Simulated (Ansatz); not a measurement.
Read the following structure.

```cif
data_structure
_symmetry_space_group_name_H-M 'F m -3 m'
_symmetry_Int_Tables_number 225
_cell_length_a 3.8539
_cell_length_b 3.8539
_cell_length_c 3.8539
_cell_angle_alpha 90.000
_cell_angle_beta 90.000
_cell_angle_gamma 90.000
_cell_volume 57.24
loop_
_atom_site_label
_atom_site_type_symbol
_atom_site_symmetry_multiplicity
_atom_site_Wyckoff_symbol
_atom_site_fract_x
_atom_site_fract_y
_atom_site_fract_z
_atom_site_occupancy
Ir1 Ir 4 a 0.00000 0.00000 0.00000 1
```

Q: What would you see if this were drawn?

A: The element is iridium. The atoms follow space group Fm-3m (No. 225); the Bravais lattice is face-centred cubic. Type of structure: face-centred cubic (Cu type). The cell holds four atoms. Ir is linked to twelve Ir in a cuboctahedral arrangement at 2.73 Å. The bonds build a three-dimensional framework.

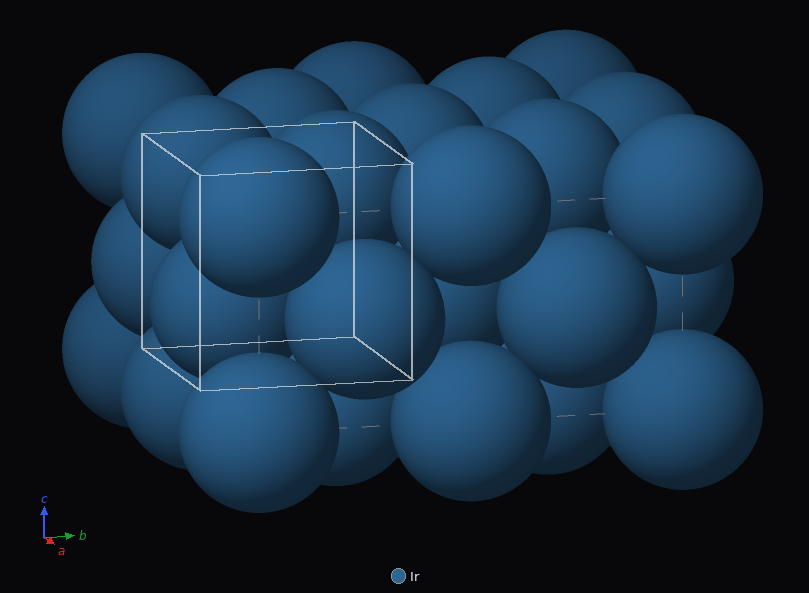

Drawn in the space-filling manner and seen slightly off an axis. The structure is repeated 2×2×1 times; solid lines mark one conventional unit cell. Colours: iridium blue.

The cell started as a structure listed in the Materials Project. Earlier steps of the study may have refined or changed the cell and positions. It went into a calculation with Ansatz.

At this level of theory the cell isn't at rest (stretched, at -11 GPa), so its distances can differ from those at equilibrium, the more so the softer the solid.
